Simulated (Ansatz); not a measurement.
```xyz
6

C     0.3423    0.9573    1.1550
Al    0.7008    2.3895   -0.1467
Si    2.0084    1.8707   -2.0946
Sn    1.6737   -0.1950   -0.5245
H    -0.6702    0.5134    1.2498
H     0.8398    0.9507    2.1468
```

Geometry: BLYP-D3(BJ)/def2-SVPD; core potentials replace the inner electrons of Sn.

All numbers below come from Ansatz, isolated molecule in a Gaussian basis; Kohn-Sham density functional theory, functional PBE0.

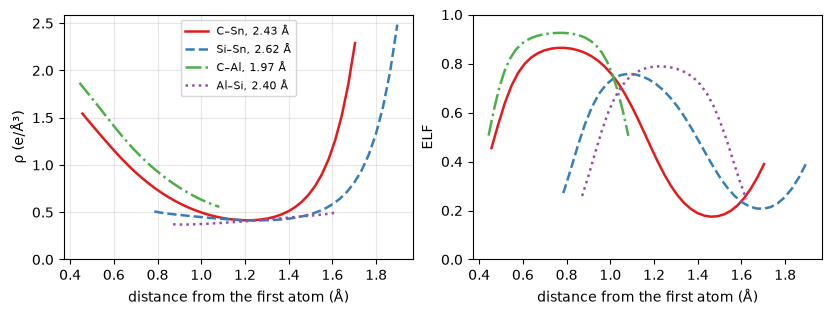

CH$_{2}$AlSiSn (SMILES [CH2]1[Al]2[Si-]=[Sn]12) (charge −1). Electron density and electron localisation function along straight lines between neighbouring atoms. The curves leave out the atomic cores.

**What can be read from the curves?**

C–Sn (2.43 Å): ρ at the midpoint is about 0.41 e/Å³; the ELF peaks at about 0.85 in the valence shell of C, 0.8 Å from its nucleus, and drops to about 0.15 between the two atoms.
Si–Sn (2.62 Å): ρ is about 0.42 e/Å³ halfway; the ELF peaks at about 0.75 in the valence shell of Si, 1.1 Å from its nucleus, and drops to about 0.20 between the two atoms.
C–Al (1.97 Å): ρ at the midpoint is about 0.65 e/Å³; the ELF peaks at about 0.95 between the atoms (a shared but strongly polarised pair).
Al–Si (2.40 Å): ρ is about 0.4 e/Å³ halfway; the ELF peaks at about 0.80 in the valence shell of Si, 1.2 Å from its nucleus, and is about 0.80 at the midpoint.
